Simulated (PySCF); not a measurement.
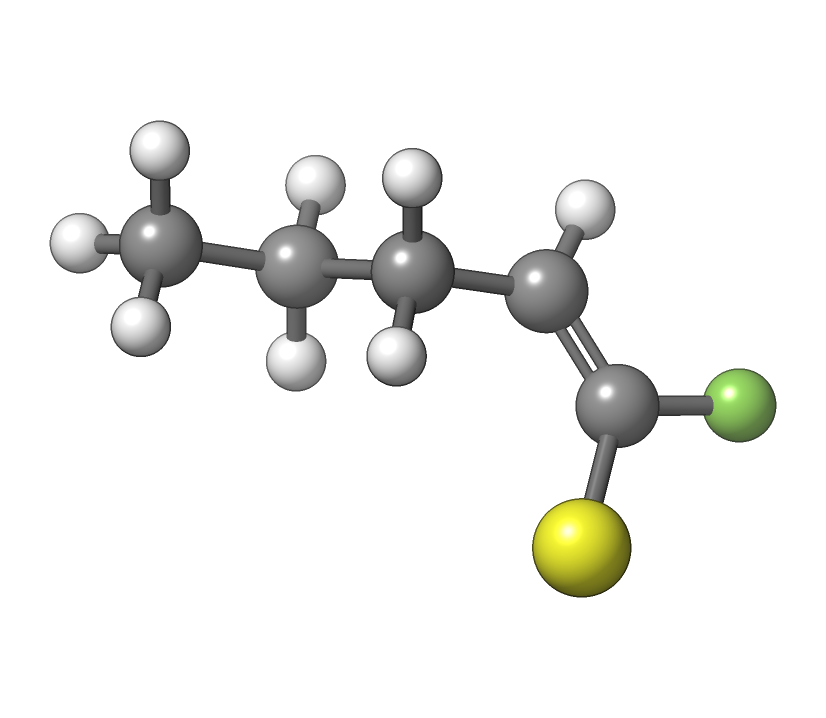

The picture shows a molecular structure as a ball-and-stick model. Colours: carbon grey, fluorine green, sulfur yellow, hydrogen white.

The species has charge −1 and is a spin singlet. Computed geometry: GFN2-xTB optimisation. No frequency run is at hand to confirm it as a minimum.

Question: What is the molecular formula?

Answer: C₅H₈FS⁻, 15 atoms: 5 carbon, 8 hydrogen, 1 fluorine and 1 sulfur.

Question: Name some functional groups or characteristic bonds that it holds.

Answer: Among them: alkene, C–F bond.

Question: What is its SMILES?

Answer: CCC/C=C(/F)[S-]

More results for the same structure follow; atom numbers are the same in all pictures, views and colours differ.

**Geometry**

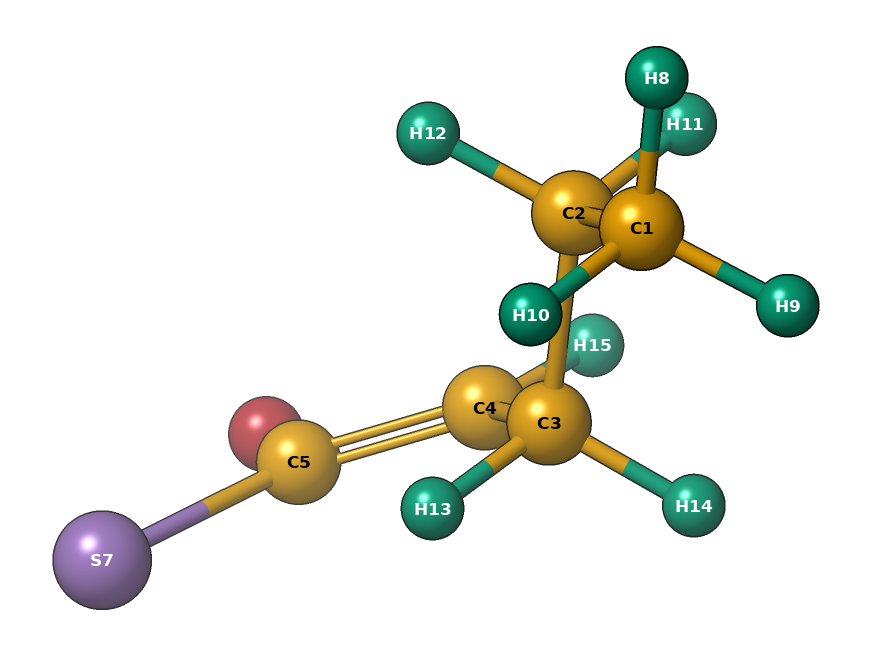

C4 lies behind C3. The molecule seen a little off the C3–C4 bond, C3 in front. Distant atoms are faded towards the background colour. No frequency run is at hand to confirm it as a minimum.

Question: What is the torsion angle C2–C3–C4–C5? The sign is positive where the front bond must turn clockwise to cover the back bond.

Answer: −110°, anticlinal.

**Electronic properties**

No frequency run is at hand to confirm it as a minimum. Level of theory: PBE0/def2-SVPD, gas phase (PySCF 2.14.0).

Question: Give the HOMO energy (Kohn–Sham orbital) at this level.

Answer: −0.54 eV.

Question: Estimate the mean static polarisability.

Answer: 103.5 bohr³.

**Quadrupole coupling**

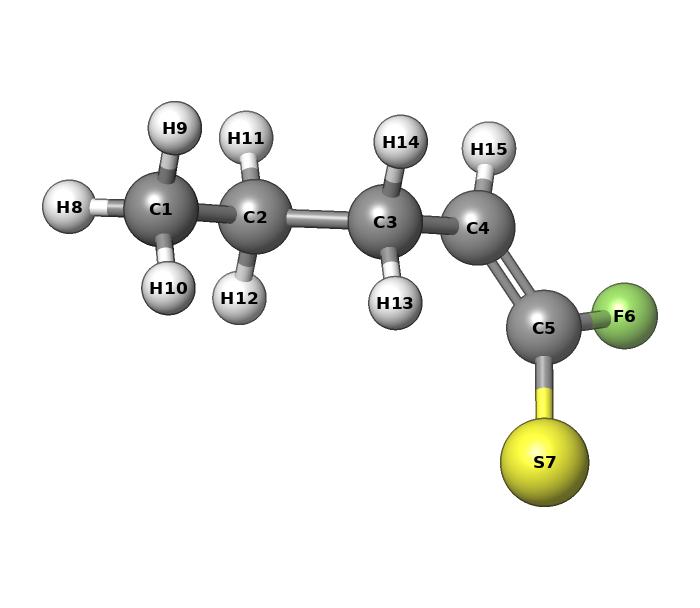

No frequency run is at hand to confirm it as a minimum. Electric field gradients from the ground-state density, PBE0/pcSseg-1 (PySCF 2.14.0), non-relativistic apart from any core potentials.

Give the largest field-gradient component, the quadrupole coupling constant and the asymmetry for 33S at S7 (Q = −67.81 mb).

```
atom  V_zz (a.u.)  e²qQ/h (MHz)     η
  S7        2.293         −36.5  0.32
```

**Bond orders**

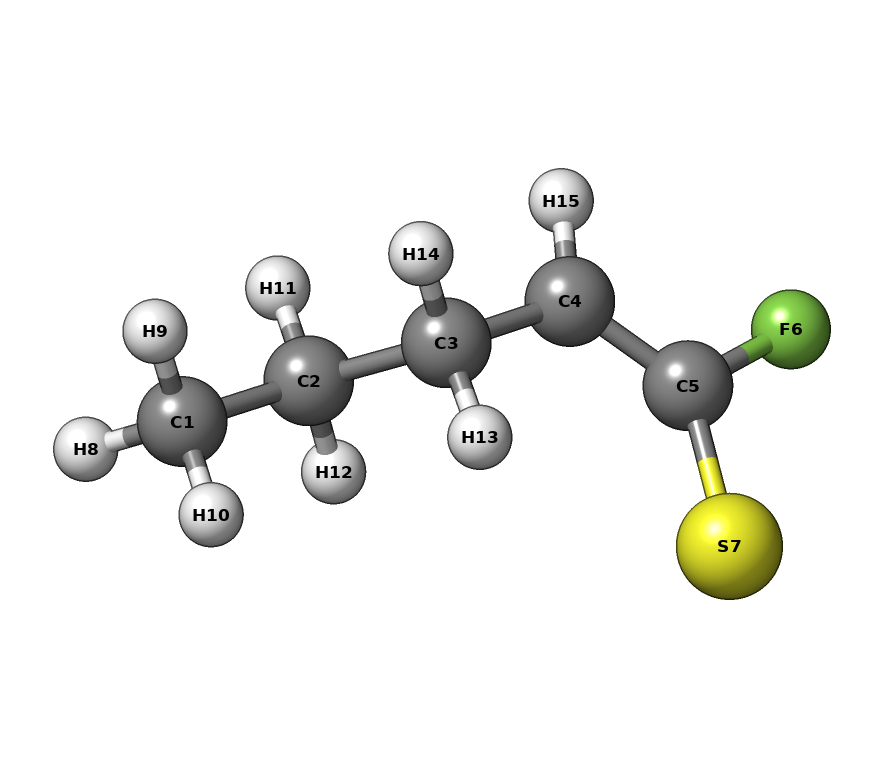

Every bond is drawn as one stick. No frequency run is at hand to confirm it as a minimum. Level of theory: PBE0/pcSseg-1 (PySCF 2.14.0).

Question: Which bond has the lowest Mayer bond order?

Answer: C5–F6, 0.83, at 1.399 Å.

List the Mayer bond orders of C1–C2, C1–H8, C1–H9, C1–H10, C2–C3, C2–H11, C2–H12, C3–C4, C3–H13, C3–H14, C4–C5, C4–H15, C5–F6, C5–S7.

```
  bond  Mayer order  length (Å)
 C1–C2         1.05       1.524
 C1–H8         0.97       1.090
 C1–H9         0.97       1.090
C1–H10         0.97       1.088
 C2–C3         1.01       1.533
C2–H11         0.96       1.095
C2–H12         0.95       1.092
 C3–C4         1.04       1.494
C3–H13         0.93       1.092
C3–H14         0.95       1.099
 C4–C5         1.69       1.344
C4–H15         0.95       1.084
 C5–F6         0.83       1.399
 C5–S7         1.35       1.684
```

**Charges**

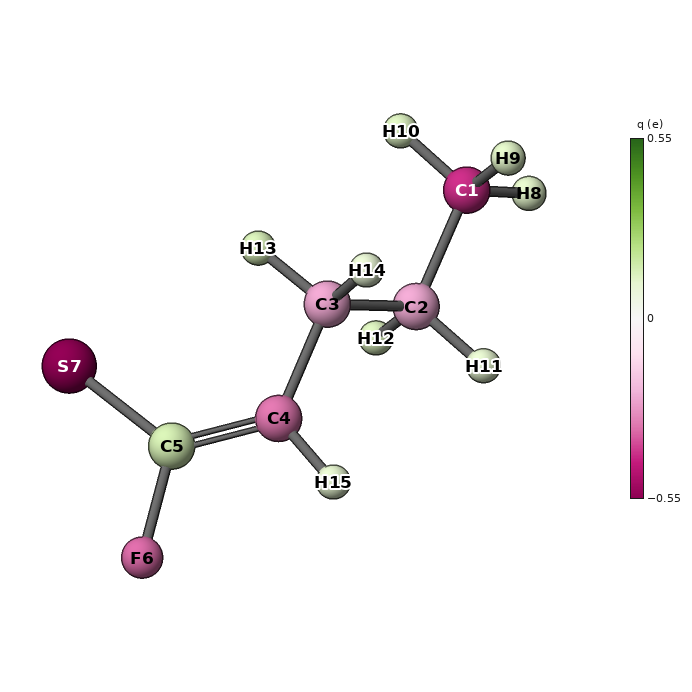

Atoms are coloured by their IAO charges. No frequency run is at hand to confirm it as a minimum. Properties computed with PBE0/pcSseg-1, gas phase (PySCF 2.14.0).

Question: Which atom carries the highest charge (most positive or least negative)?

Answer: C5, H13 (0.15 e).

Question: And the lowest?

Answer: S7 (−0.54 e).

Give the IAO charges atom by atom.

```tsv
atom	value (e)
C1	−0.42
C2	−0.24
C3	−0.25
C4	−0.33
C5	0.15
F6	−0.34
S7	−0.54
H8	0.12
H9	0.12
H10	0.13
H11	0.11
H12	0.13
H13	0.15
H14	0.10
H15	0.11
```
